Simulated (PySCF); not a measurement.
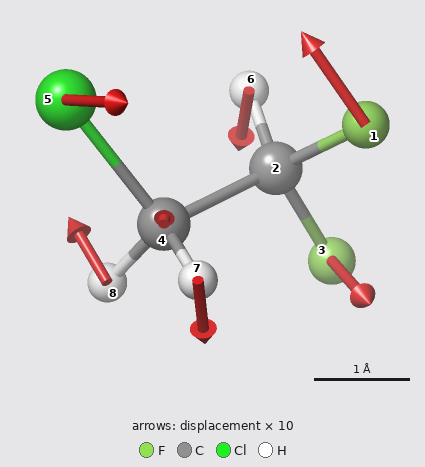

This is a relaxation of C₂H₃ClF₂. The starting structure is drawn; red arrows show the displacements, magnified 10 times. The two geometries are superimposed by the best rigid fit.

Style: ball-and-stick. Shown from a free direction.

The start comes from GFN2-xTB.

These are results of PBE0-D3(BJ)/def2-SVP geometry optimisation, gas phase in PySCF 2.14.0, density-fitted response routines, not measurements. 

### What happened in the run?

The energy falls by 2.74 kJ/mol in 8 geometry steps. The largest force component goes from 0.47 to 0.014 eV/Å. The atom that moves furthest after the best rigid fit is F1 (0.12 Å). By element the largest moves are F 0.12 Å, Cl 0.12 Å, H 0.10 Å, C 0.02 Å. Some distances before and after: C2–C4 1.522 → 1.511 Å, C4–H7 1.091 → 1.099 Å, F1–C2 1.349 → 1.344 Å, C4–Cl5 1.777 → 1.773 Å.
